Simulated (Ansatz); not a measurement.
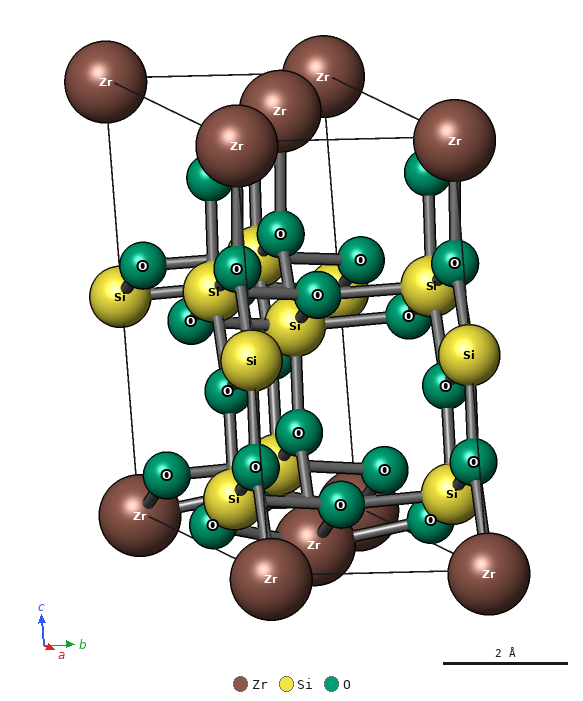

An orthographic ball-and-stick view of the structure, slightly off an axis. The conventional unit cell is drawn as a box.

ZrSi₃O₈, space group Cm (No. 8), a = 9.677 Å, b = 3.622 Å, c = 7.261 Å, α = 90.00°, β = 110.41°, γ = 90.00°. Provenance: a structure type filled with these elements by a generator (whether the compound takes this form wasn't checked). Earlier steps of the study, as a rule a relaxation of our own, may have changed the cell and positions, so they can lie some per cent off the listed ones. It was run through Ansatz as a DFT input.

This one geometry was computed with Ansatz (DFT, plane waves, PAW) at five levels of theory: HSE06, PBE with spin-orbit coupling, PBE0, PBE and r2SCAN. It was relaxed beforehand with r2SCAN.

Q: Which level gives the highest pressure at this volume, and what does that say about its equilibrium volume?

A: Highest: PBE with spin-orbit coupling (6.6 GPa) and PBE (6.6 GPa), which points to the largest equilibrium volume. Lowest, with the smallest volume: HSE06 (-1.7 GPa) and PBE0 (-1.7 GPa). Levels within 0.5 GPa of each other can't be told apart.

Q: How does the band gap change with the level of theory?

A: PBE with spin-orbit coupling: a gap of 4.05 eV, indirect; PBE: a gap of 4.07 eV, indirect; r2SCAN: a gap of 4.56 eV, indirect; HSE06: a gap of 5.74 eV, indirect; PBE0: a gap of 6.52 eV, indirect.

Q: Collect the results in a table.

A:
| level | cutoff (eV) | k-mesh of the run's cell | gap (eV) | pressure (GPa) |
| --- | --- | --- | --- | --- |
| HSE06 | 420 | 4×4×2 | 5.74 | -1.7 |
| PBE with spin-orbit coupling | 420 | 8×8×4 | 4.05 | 6.6 |
| PBE0 | 420 | 4×4×2 | 6.52 | -1.7 |
| PBE | 420 | 8×8×4 | 4.07 | 6.6 |
| r2SCAN | 500 | 8×8×4 | 4.56 | 0.0 |

Gaps are taken on the k-mesh or band path of each run.
